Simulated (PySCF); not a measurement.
C₄H₉ClOSi

The calculation's input:

```
{"job": {"kind": "nmr", "xc": "PBE0", "basis": "pcSseg-1"}, "charge": 0, "multiplicity": 1}
Cl     2.631038    -2.004900     0.487318
C      2.113989    -0.311743     0.265184
C      0.689232    -0.108492     0.739854
C     -0.362334    -0.896120    -0.049177
C     -1.727747    -0.239658     0.200951
Si    -1.226321     1.576301     0.308707
O      0.406824     1.275399     0.612809
H      2.797346     0.329307     0.836791
H      2.201345    -0.063502    -0.802262
H      0.637871    -0.398959     1.808359
H     -0.338569    -1.961300     0.224322
H     -0.108587    -0.833257    -1.122329
H     -2.462541    -0.481993    -0.580067
H     -2.152226    -0.564674     1.165634
H     -1.380082     2.357820    -0.953539
H     -1.856074     2.337807     1.427165
```

Run with:

```sh
OMP_NUM_THREADS=1 python probes_run.py task.json out
```

Geometry: PBE0-D3(BJ)/def2-SVP.

Theory: PBE0/pcSseg-1, SCF density, gas phase, non-relativistic (PySCF).

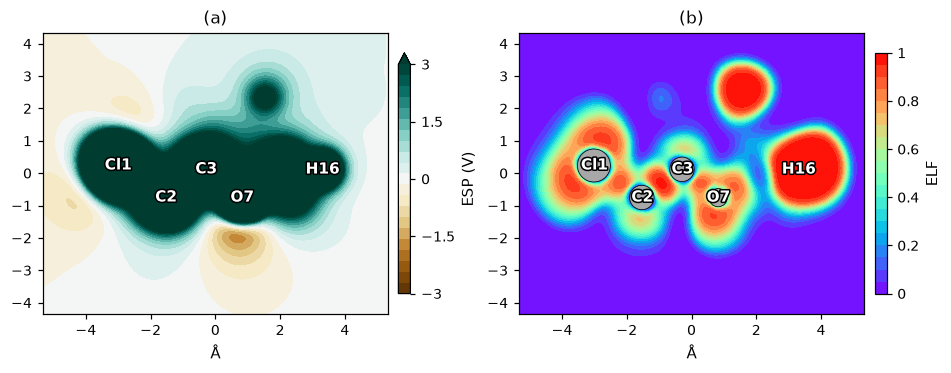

Figure 1. (a) electrostatic potential; (b) ELF on the plane of atoms C2, C3 and O7. Grey discs cover the atomic cores in the ELF map.

> Read the bonding off the picture.

The plane passes through Cl, C, O and H nuclei.
C–O (1.42 Å): the ELF peaks at about 0.90 between the atoms; a shared but strongly polarised pair.
C–C (1.52 Å): the ELF peaks at about 0.95 between the atoms: localised, covalent bonding.
C–Cl (1.78 Å): the ELF peaks at about 0.90 between the atoms; a covalent bond.
The ELF also peaks beside O7 and Cl1, away from the bonds: lone-pair regions.
Outside the dense part of the molecule the potential is most negative (−1.7 V) near O7.

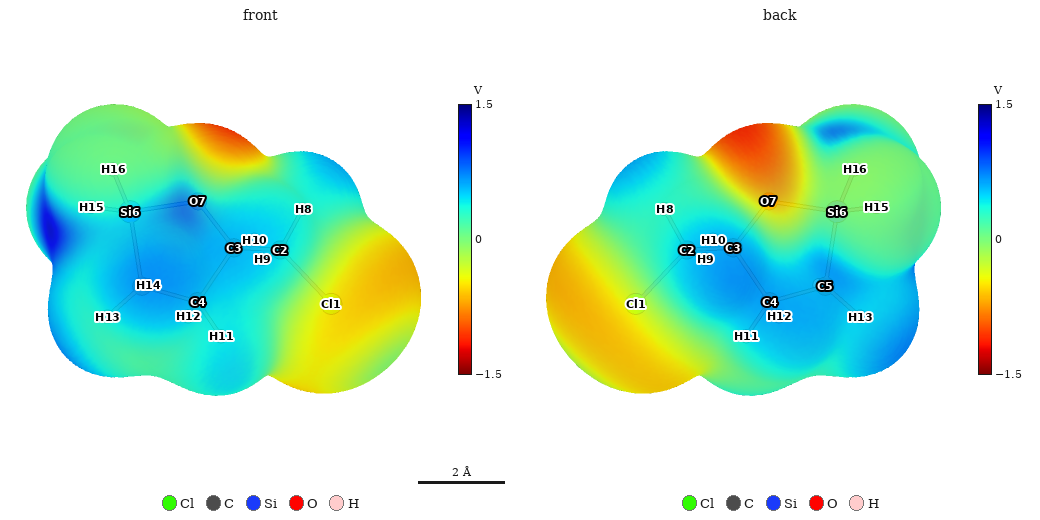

Figure 2. The electrostatic potential painted on the density surface at 0.001 e/bohr³, seen from the front and from behind; the colour scale runs from red (negative) to blue (positive).

> Describe the electrostatic potential map.

The most negative region (about −1.1 V, or −25 kcal/mol for a unit charge) lies over O7, the most positive (about +1.1 V, or +25 kcal/mol for a unit charge) over Si6. O7 is the likeliest acceptor of a hydrogen bond.
